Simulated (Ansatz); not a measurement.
# Mo2N monolayer: the cell at rest

Task: relax Mo2N monolayer tightly.

Program: Ansatz 0.2.0. Level of theory: DFT LDA, scalar-relativistic, plane waves, PAW. Results are calculated unless marked as measured.

## (1) Set-up

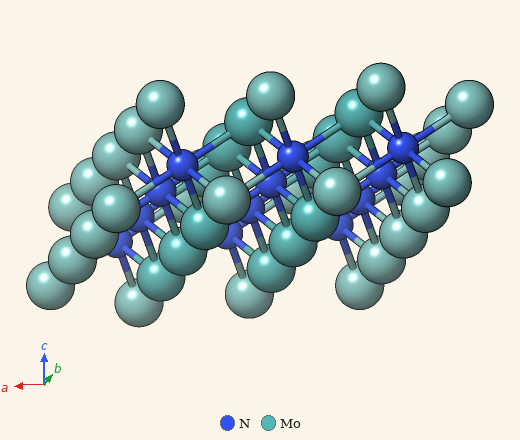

The starting structure, seen from a free direction (nitrogen blue, molybdenum teal). 2×3×1 cells are drawn. Some periodic images of atoms are drawn too.

The cell holds 3 atoms: 1 N and 2 Mo. Its edges and angles: a = 2.950 Å, b = 2.950 Å, c = 20.000 Å, α = 90.0°, β = 90.0°, γ = 120.0°. Vacuum lies along c.

## (2) A coarse first look

A quick single point on a coarse mesh tells whether the cell has a gap and how far it is from rest, which sets the k mesh and smearing that follow.

The program solves this slab on a cell height of its own, 28.6 Å, in place of the one typed.

input.yaml

```yaml
crystal:
  lattice:
    - [2.95, 0.0, 0.0]
    - [-1.475, 2.55477, 0.0]
    - [0.0, 0.0, 20.0]
  atoms:
    - { symbol: "N", position: [0.0, 0.0, 0.5] }
    - { symbol: Mo, position: [0.333333, 0.666667, 0.56] }
    - { symbol: Mo, position: [0.666667, 0.333333, 0.44] }
  periodic: [true, true, false]
kpoints:
  mp_grid: { grid: [9, 9, 1] }
hamiltonian:
  xc: lda
scf:
  occupations: { method: gaussian, width: 0.1 }
output:
  forces: true
  stress: true
  eigenvalues: true
```

Command:

```
ansatz run input.yaml --threads 8 --pin off --max-ram 14336MiB --backend cpu --events-out ev --progress --plain --runs-dir out
```

Numbers of over 12 decimals in the logs are rounded to 6 here.

What it wrote:

```text
[...]
--- Band table (eV; the first three rows and the last of 12) ---
  k-point 0: bands = [... 13 lower, -6.8448, -6.8448, -6.4999, -6.0716, -5.2561, -5.2561, -4.5701, -4.5701]
  k-point 1: bands = [... 13 lower, -7.4065, -6.6105, -6.5543, -6.1714, -5.4087, -5.3023, -4.6459, -4.2249]
  k-point 2: bands = [... 13 lower, -7.2390, -7.0994, -5.8425, -5.8393, -5.0868, -4.8635, -4.4122, -3.8773]
  k-point 11: bands = [... 13 lower, -7.2390, -7.2390, -6.1069, -4.5592, -4.5592, -3.5462, -3.5461, -1.8455]
[key lines of the parts left out:]
SCF converged after 8 iterations
Free energy (F): -10057.286014 eV
Fermi energy:    -5.296704 eV
P = ½ c Tr σ = -9.5715 N/m
```

It took 0.73 s on 8 threads of Arm Neoverse V2, shared host; peak memory 0.53 GiB; 4.2 s of CPU time.

This run has no spin polarisation although its electron count is odd.

This step gave:

```yaml
gap_on_the_k_mesh: 0 eV
area_per_atom: 2.512 Å²
```

The coarse mesh shows no gap.

## (3) Bringing the structure to rest

The cell and atoms are relaxed, since residual forces and stress would shift the frequencies.

The program solves this slab on a cell height of its own, 28.6 Å, in place of the one typed.

input.yaml, the sections that differ from step 2:

```yaml
kpoints:
  mp_grid: { grid: [18, 18, 1] }
output:
  forces: true
  stress: true
  eigenvalues: true
  write_density: true
  write_potential: true
  elf: true
  volumetric_format: npy
relax:
  adjacent_minimum: "off"
  f_tol: 0.005
  max_steps: 80
  cell: { stress_2d_tol: 0.02 }
# crystal, hamiltonian, scf: as in step 2
```

What it wrote:

```text
[...]
Crystal: 3 atoms, lattice volume = 215.546 Å³
Basis set: ecut = 420 eV, 4139 PW (Γ)
Bands: 21, of which v1, the nominal top of the filled ones, is band 17 counted from 1 (16 counted from 0)
Symmetry: 12 space group operations
[...]
k-points: 37 of 324
[...]
SCF iter   1: F=—  HF=-10057.287457 eV  |F-HF|=—  |Δ(HF+E_count)|=         —  Δρ=6.01e-3  dr2=6.37e-2  ethr=1.77e-3  ⟨swp⟩=12.7  Hψ=6277  notcnv=0
[...]
SCF iter   9: F=-10057.278966 eV  HF=-10057.278966 eV  |F-HF|=1.46e-11  |Δ(HF+E_count)|=   2.02e-9  Δρ=1.95e-7  dr2=2.14e-10  ethr=6.43e-12  ⟨swp⟩=10.4  Hψ=6214  notcnv=0
SCF 1 converged in 9 iterations: F = -10057.278966 eV  dr2 = 2.14e-10
[...]
relax step   1: F+E_penalty+E_count = -10057.27896632 eV  Δ(F+E_penalty+E_count) = +0.000e0 eV  max|allowed force component| = 4.816e-3 eV/Å  Δτ_max = 0.0000 Å  P = -9.657 N/m  Ω = 215.546 Å³  fix = [c, alpha, beta]  reactions: c +0.000 N/m  (9 SCF iters, dr2 threshold 1.00e-7 eV, accepted)
Crystal: 3 atoms, lattice volume = 195.044 Å³
Basis set: ecut = 420 eV, 3851 PW (Γ)
[...]
iter 1 solved again at ethr=5.61e-4 eV; its pass at ethr=3.10e-3 eV (dr2=1.85e-1 eV) is discarded
[...]
SCF iter   7: F=-10057.541689 eV  HF=-10057.541689 eV  |F-HF|=6.25e-8  |Δ(HF+E_count)|=   1.35e-8  Δρ=8.68e-6  dr2=1.26e-7  ethr=9.09e-10  ⟨swp⟩=22.1  Hψ=10902  notcnv=0
SCF 2 converged in 7 iterations: F = -10057.541689 eV  dr2 = 1.26e-7
relax step   2: F+E_penalty+E_count = -10057.54168932 eV  Δ(F+E_penalty+E_count) = -2.627e-1 eV  max|allowed force component| = 5.637e-1 eV/Å  Δτ_max = 0.0782 Å  P = +1.993 N/m  Ω = 195.044 Å³  energy of the carried Pulay correction = +7.133e-3 eV  fix = [c, alpha, beta]  reactions: c +0.000 N/m  (7 SCF iters, dr2 threshold 3.00e-7 eV, accepted)
Crystal: 3 atoms, lattice volume = 194.030 Å³
Basis set: ecut = 420 eV, 3839 PW (Γ)
[...]
SCF iter   6: F=-10057.558696 eV  HF=-10057.558696 eV  |F-HF|=2.30e-8  |Δ(HF+E_count)|=   6.39e-8  Δρ=3.45e-6  dr2=5.00e-8  ethr=9.09e-10  ⟨swp⟩=23.9  Hψ=10286  notcnv=0
the search or the solves at the SCF's close seem to have found levels that the self-consistency loop had missed (the run counts 1). By its estimate they hold under 1e-12 electrons; where the run keeps them, the occupations were computed again with them
SCF 3 converged in 6 iterations: F = -10057.558696 eV  dr2 = 5.00e-8
relax step   3: F+E_penalty+E_count = -10057.55869607 eV  Δ(F+E_penalty+E_count) = -1.701e-2 eV  max|allowed force component| = 3.097e-1 eV/Å  Δτ_max = 0.0230 Å  P = +0.847 N/m  Ω = 194.030 Å³  energy of the carried Pulay correction = +7.504e-3 eV  fix = [c, alpha, beta]  reactions: c +0.000 N/m  (6 SCF iters, dr2 threshold 3.00e-7 eV, accepted)
[... from here on, the SCF cycles and remarks between the steps are left out ...]
relax step   4: F+E_penalty+E_count = -10057.57182347 eV  Δ(F+E_penalty+E_count) = -1.313e-2 eV  max|allowed force component| = 8.687e-2 eV/Å  Δτ_max = 0.0372 Å  P = -0.036 N/m  Ω = 191.447 Å³  energy of the carried Pulay correction = +8.459e-3 eV  fix = [c, alpha, beta]  reactions: c -0.000 N/m  (6 SCF iters, dr2 threshold 3.00e-7 eV, accepted)
relax step   5: F+E_penalty+E_count = -10057.57551136 eV  Δ(F+E_penalty+E_count) = -3.688e-3 eV  max|allowed force component| = 2.025e-2 eV/Å  Δτ_max = 0.0248 Å  P = +0.016 N/m  Ω = 189.182 Å³  energy of the carried Pulay correction = +9.306e-3 eV  fix = [c, alpha, beta]  reactions: c +0.000 N/m  (6 SCF iters, dr2 threshold 3.00e-7 eV, accepted)
relax step   6: F+E_penalty+E_count = -10057.57578321 eV  Δ(F+E_penalty+E_count) = -2.719e-4 eV  max|allowed force component| = 6.234e-3 eV/Å  Δτ_max = 0.0065 Å  P = +0.044 N/m  Ω = 188.620 Å³  energy of the carried Pulay correction = +9.517e-3 eV  fix = [c, alpha, beta]  reactions: c +0.000 N/m  (6 SCF iters, dr2 threshold 2.56e-8 eV, accepted)
relax step   7: F+E_penalty+E_count = -10057.57573415 eV  Δ(F+E_penalty+E_count) = +4.907e-5 eV  max|allowed force component| = 4.418e-4 eV/Å  Δτ_max = 0.0020 Å  P = +0.012 N/m  Ω = 188.811 Å³  energy of the carried Pulay correction = +9.445e-3 eV  fix = [c, alpha, beta]  reactions: c +0.000 N/m  (6 SCF iters, dr2 threshold 3.11e-9 eV, accepted)
relax step   8: F+E_penalty+E_count = -10057.57090254 eV  Δ(F+E_penalty+E_count) = +4.832e-3 eV  max|allowed force component| = 4.007e-4 eV/Å  Δτ_max = 0.0000 Å  P = -0.124 N/m  Ω = 188.811 Å³  fix = [c, alpha, beta]  reactions: c -0.000 N/m  stress off target by 1.24e-1 N/m on what of the cell is left free  SCF on the basis re-selected at this cell (its energy is not comparable with the rows above)  (7 SCF iters)
relax step   9: F+E_penalty+E_count = -10057.57107356 eV  Δ(F+E_penalty+E_count) = -1.710e-4 eV  max|allowed force component| = 8.468e-3 eV/Å  Δτ_max = 0.0021 Å  P = +0.084 N/m  Ω = 188.454 Å³  energy of the carried Pulay correction = +1.359e-4 eV  fix = [c, alpha, beta]  reactions: c +0.000 N/m  (5 SCF iters, dr2 threshold 2.51e-8 eV, accepted)
relax step  10: F+E_penalty+E_count = -10057.57106062 eV  Δ(F+E_penalty+E_count) = +1.293e-5 eV  max|allowed force component| = 1.497e-4 eV/Å  Δτ_max = 0.0002 Å  P = +0.003 N/m  Ω = 188.507 Å³  energy of the carried Pulay correction = +1.160e-4 eV  fix = [c, alpha, beta]  reactions: c +0.000 N/m  (4 SCF iters, dr2 threshold 1.16e-8 eV, accepted)
[...]
SCF iter   1: F=—  HF=-10057.570808 eV  |F-HF|=—  |Δ(HF+E_count)|=         —  Δρ=3.40e-6  dr2=1.03e-8  ethr=2.27e-7  ⟨swp⟩=7.5  Hψ=11025  notcnv=0
eigensolver tolerance schedule: the retry pair's looser diagonalisation over-reported the residual by 7278.10 of it (diagonalisation noise at 1.14 of the residual, at the tolerance the schedule requests for it); recorded, not acted on — ethr = c·dr2/N_el stays at c = 1.0e-1
SCF iter   2: F=—  HF=-10057.570957 eV  |F-HF|=—  |Δ(HF+E_count)|=   1.48e-4  Δρ=1.67e-6  dr2=8.44e-9  ethr=3.12e-11  ⟨swp⟩=6.6  Hψ=3190  notcnv=0
[...]
SCF iter   6: F=-10057.570957 eV  HF=-10057.570957 eV  |F-HF|=1.00e-10  |Δ(HF+E_count)|=  2.73e-11  Δρ=1.64e-8  dr2=7.59e-13  ethr=1.00e-12  ⟨swp⟩=14.9  Hψ=6001  notcnv=0
SCF 11 converged in 6 iterations: F = -10057.570957 eV  dr2 = 7.59e-13
relax step  11: F+E_penalty+E_count = -10057.57095686 eV  Δ(F+E_penalty+E_count) = +1.038e-4 eV  max|allowed force component| = 1.416e-4 eV/Å  Δτ_max = 0.0000 Å  P = +0.001 N/m  Ω = 188.507 Å³  fix = [c, alpha, beta]  reactions: c +0.000 N/m  stress off target by 9.52e-4 N/m on what of the cell is left free  SCF on the basis re-selected at this cell (its energy is not comparable with the rows above)  (6 SCF iters)
[...]
WARN: The output density's exchange-correlation potential varies sharply where the density is thin. Do not read a vacuum level from v_tot or v_xc, or from such a field of the output density. On a cell that repeats whose density bears no net charge and no dipole along the vacuum's axis use v_es (v_loc + v_h of the components); under efield.dipole_correction with no amplitude use v_es + v_field, which holds any externa [...]
SCF converged after 6 iterations
Free energy (F): -10057.570957 eV
[...]
Internal energy: -10057.558047 eV  (E = F + TS)
E sigma→0 (E₀):  -10057.564502 eV
Entropy (-TS):   -0.012910 eV (-4.303 meV/atom)
Fermi energy:    -5.362922 eV
[...]
--- Forces (eV/Å), atoms counted from 1 ---
  atom   1  N      0.00000000     0.00000000     0.00000000
  atom   2  Mo     0.00000000    -0.00000000     0.00014160
  atom   3  Mo    -0.00000000     0.00000000    -0.00014160
  max |Σ_I F_I| component: 1.39e-17 eV/Å
--- 2D stress c σ (N/m, compression-positive) ---
        0.000952       0.000000      -0.000000
        0.000000       0.000952       0.000000
       -0.000000       0.000000       0.000000
  P = ½ c Tr σ = 0.0010 N/m
--- Band table (eV; the first three rows and the last of 37) ---
  k-point 0: bands = [... 13 lower, -6.6867, -6.6867, -6.4657, -6.3857, -5.7734, -4.9201, -4.9201, -4.4326]
  k-point 1: bands = [... 13 lower, -6.9774, -6.5791, -6.4083, -6.3921, -5.8370, -5.0356, -5.0175, -4.3040]
  k-point 2: bands = [... 13 lower, -7.4713, -6.6652, -6.3276, -6.2613, -5.7551, -5.1128, -5.1103, -4.1091]
  k-point 36: bands = [... 13 lower, -7.0085, -7.0085, -6.7121, -4.5750, -4.5750, -3.4500, -3.4500, -2.3240]
--- Relaxed structure (9 steps of the walk, 9 accepted, 2 SCFs on fresh bases) ---
  F+E_penalty+E_count = -10057.57095686 eV   max|allowed force component| = 1.416e-4 eV/Å   (the final SCF, on the basis selected at the relaxed cell)
  cell:  # Å, volume = 188.5068 Å³
    - [2.758768, 0, 0]
    - [-1.379384, 2.389163, 0]
    - [0, 0, 28.6]
  atoms:
    - { symbol: N, position: [0, 0, 0.349650] }
    - { symbol: Mo, position: [0.333333, 0.666667, 0.397554] }
    - { symbol: Mo, position: [0.666667, 0.333333, 0.301746] }
```

Wall time 18 s (8 threads); peak memory 0.67 GiB.

The steps of the relaxation:

| step | energy less that of the first step (eV) | largest force component (eV/Å) | volume (Å³) |
| --- | --- | --- | --- |
| 1 | 0.0000 | 0.0048 | 215.55 |
| 2 | -0.2627 | 0.5637 | 195.04 |
| 3 | -0.2797 | 0.3097 | 194.03 |
| 4 | -0.2929 | 0.0869 | 191.45 |
| 5 | -0.2965 | 0.0203 | 189.18 |
| 6 | -0.2968 | 0.0062 | 188.62 |
| 7 | -0.2968 | 0.0004 | 188.81 |
| 8* | -0.2919 | 0.0004 | 188.81 |
| 9 | -0.2921 | 0.0085 | 188.45 |
| 10 | -0.2921 | 0.0001 | 188.51 |
| 11* | -0.2920 | 0.0001 | 188.51 |

Relaxation steps marked * repeat the geometry before them on a plane-wave basis chosen anew for their cell, so energy and pressure can jump there.

The run keeps the 12 symmetry operations that it works with, so distortions that break them were not tested.

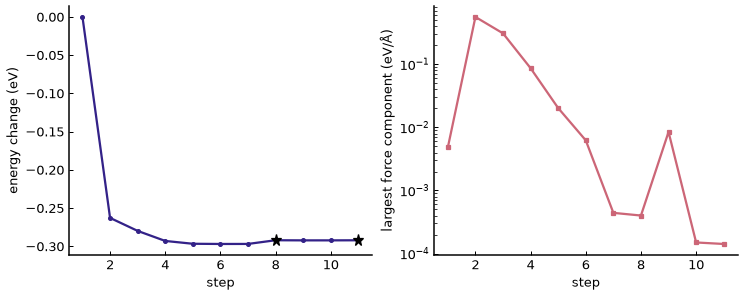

Energy and largest force along the relaxation. Stars mark steps on a basis chosen anew.

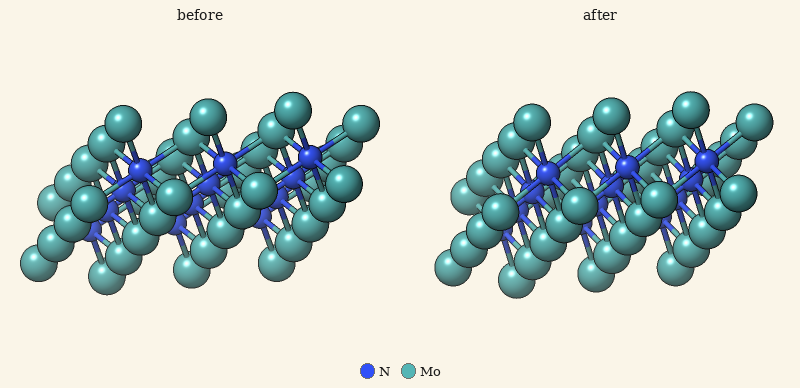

The structure before and after the relaxation, drawn at the same scale.

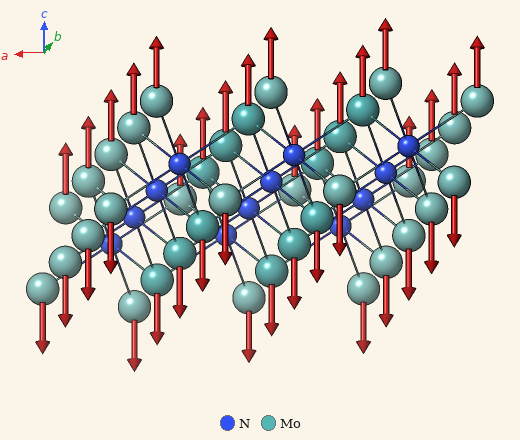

Displacements in the relaxation, exaggerated, measured against the changing cell; the longest in the cell stands for 0.17 Å. 2×3×1 cells are drawn. Some periodic images of atoms are drawn too.

| cell as run | before | after | change |
| --- | --- | --- | --- |
| a (Å) | 2.950 | 2.759 | -6.5 % |
| b (Å) | 2.950 | 2.759 | -6.5 % |

The atoms that moved most (Å, along periodic axes as changes of fractional coordinates times the final cell, across vacuum about the mean position):

| atom | dx | dy | dz | length |
| --- | --- | --- | --- | --- |
| Mo2 | 0.000 | 0.000 | 0.170 | 0.170 |
| Mo3 | 0.000 | 0.000 | -0.170 | 0.170 |

The relaxed structure:

```cif
data_structure
_symmetry_space_group_name_H-M 'P 1'
_symmetry_Int_Tables_number 1
_cell_length_a 2.7588
_cell_length_b 2.7588
_cell_length_c 28.6000
_cell_angle_alpha 90.000
_cell_angle_beta 90.000
_cell_angle_gamma 120.000
_cell_volume 188.51
loop_
_atom_site_label
_atom_site_type_symbol
_atom_site_fract_x
_atom_site_fract_y
_atom_site_fract_z
_atom_site_occupancy
N1 N 0.00000 0.00000 0.34965 1
Mo2 Mo 0.33333 0.66667 0.39755 1
Mo3 Mo 0.66667 0.33333 0.30175 1
```

Numbers from this step:

| Property | Result |
| --- | --- |
| area per atom | 2.197 Å² |

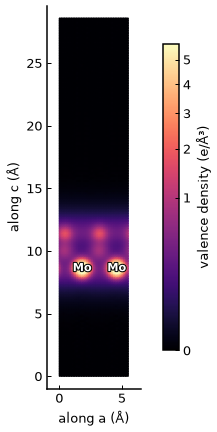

Valence density in the ac plane at fractional y = 0.333, with atoms of Mo within 0.2 Å of it. It is the smooth field of the valence electrons, not physical close to the nuclei. The colour scale is stretched toward low values.

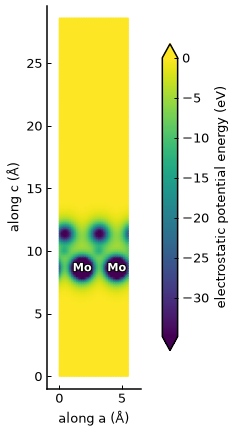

Electrostatic potential energy in the ac plane at fractional y = 0.333, with atoms of Mo within 0.2 Å of it. With pseudopotentials it is smooth inside the atoms' cores, unlike the true potential.

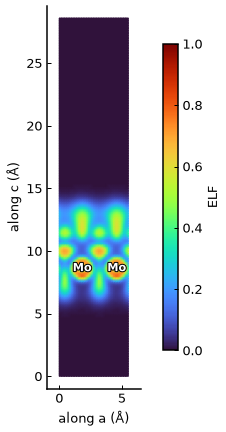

ELF in the ac plane at fractional y = 0.333, with atoms of Mo within 0.2 Å of it. It is the smooth field of the valence electrons, not physical close to the nuclei.

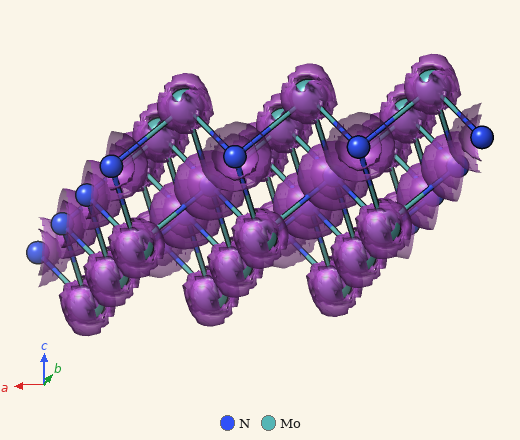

Surface of ELF = 0.72. 3×3×1 cells are drawn.

The relaxation ends with a largest force component of 1.4e-4 eV/Å.

## (4) Relaxing to small forces for the phonons

Phonons need a cell at rest on their own settings, so the relaxation is repeated with tight tolerances on forces and stress, using the mesh and the filling of the phonon run that follows.

input.yaml, the sections that differ from step 3:

```yaml
crystal:
  lattice:
    - [2.7587677785, 0.0, 0.0]
    - [-1.3793838892, 2.3891629793, 0.0]
    - [0.0, 0.0, 28.6]
  atoms:
    - { symbol: "N", position: [0.0, 0.0, 0.3496503497] }
    - { symbol: Mo, position: [0.3333333333, 0.6666666667, 0.3975544587] }
    - { symbol: Mo, position: [0.6666666667, 0.3333333333, 0.3017462406] }
  periodic: [true, true, false]
scf:
  occupations: { method: methfessel_paxton, width: 0.15 }
relax:
  adjacent_minimum: "off"
  f_tol: 0.001
  max_steps: 60
  cell: { stress_2d_tol: 0.002 }
# kpoints, hamiltonian, output: as in step 3
```

What it wrote:

```text
[...]
Crystal: 3 atoms, lattice volume = 188.507 Å³
Basis set: ecut = 420 eV, 3677 PW (Γ)
Bands: 21, of which v1, the nominal top of the filled ones, is band 17 counted from 1 (16 counted from 0)
[... 1 set-up line as in the run before ...]
[...]
k-points: 37 of 324
[...]
--- Relaxed structure (4 steps of the walk, 4 accepted, 1 SCFs on fresh bases) ---
[...]
cell:  # Å, volume = 188.3810 Å³
    - [2.757847, -2.8857823780696094e-11, 0]
    - [-1.378924, 2.388366, 0]
    - [0, 0, 28.6]
  atoms:
    - { symbol: N, position: [0, 0, 0.349650] }
    - { symbol: Mo, position: [0.333333, 0.666667, 0.397596] }
    - { symbol: Mo, position: [0.666667, 0.333333, 0.301705] }
[key lines of the parts left out:]
SCF converged after 7 iterations
Free energy (F): -10057.564370 eV
Fermi energy:    -5.365987 eV
P = ½ c Tr σ = -0.0015 N/m
```

Wall time 7.5 s (8 threads); peak memory 0.62 GiB.

Little changed from the start: no atom moved by 0.005 Å and no cell edge by 0.1 %.

Numbers from this step:

```
area per atom : 2.196 Å²
```

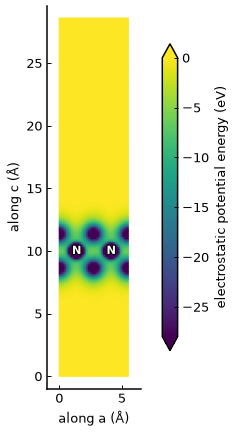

Electrostatic potential energy in the ac plane at fractional y = 0.000, with atoms of N within 0.2 Å of it. With pseudopotentials it is smooth inside the atoms' cores, unlike the true potential. The map starts off the cell's origin, so that atoms lie inside it.

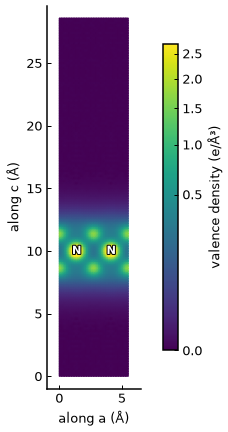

Valence density in the ac plane at fractional y = 0.000, with atoms of N within 0.2 Å of it. It is the smooth field of the valence electrons, not physical close to the nuclei. The map starts off the cell's origin, so that atoms lie inside it. The colour scale is stretched toward low values.

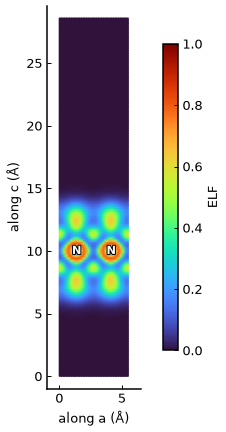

ELF in the ac plane at fractional y = 0.000, with atoms of N within 0.2 Å of it. It is the smooth field of the valence electrons, not physical close to the nuclei. The map starts off the cell's origin, so that atoms lie inside it.

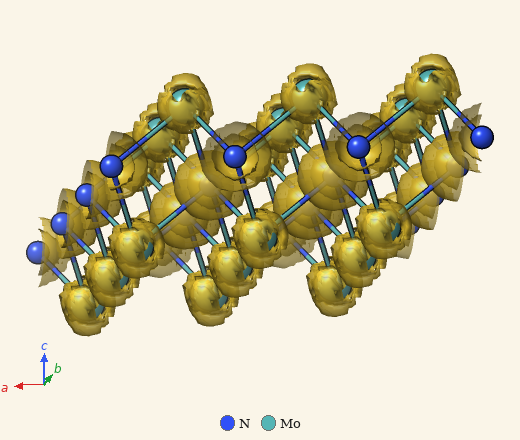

Surface of ELF = 0.72. 3×3×1 cells are drawn.

The largest force component left is 0.045 meV/Å, within the tolerances set.

## (5) Outcome

| Quantity | Value |
| --- | --- |
| space group after relaxation (within 0.01 Å) | P-3m1 |
| lattice constant a | 2.758 Å |
| lattice constant b | 2.758 Å |
| area per atom | 2.20 Å² |

In words: The largest force component left is 0.045 meV/Å, within the tolerances set. The relaxation keeps the symmetry of its start, so it says nothing on stability against lower symmetry. The runs are without spin polarisation, although the cell has an odd electron count. The starting cell was built on a prototype and not taken from a measurement.

[Logs are printed without paths, hosts, clocks, repeated set-up lines and the standing remarks that a program may print on its own settings, such as how far it seeks lower states.]

[Hosts, paths, dates, database ids (printed as entryN), source tags and the programs' standing remarks are cut or masked in the printed files.]
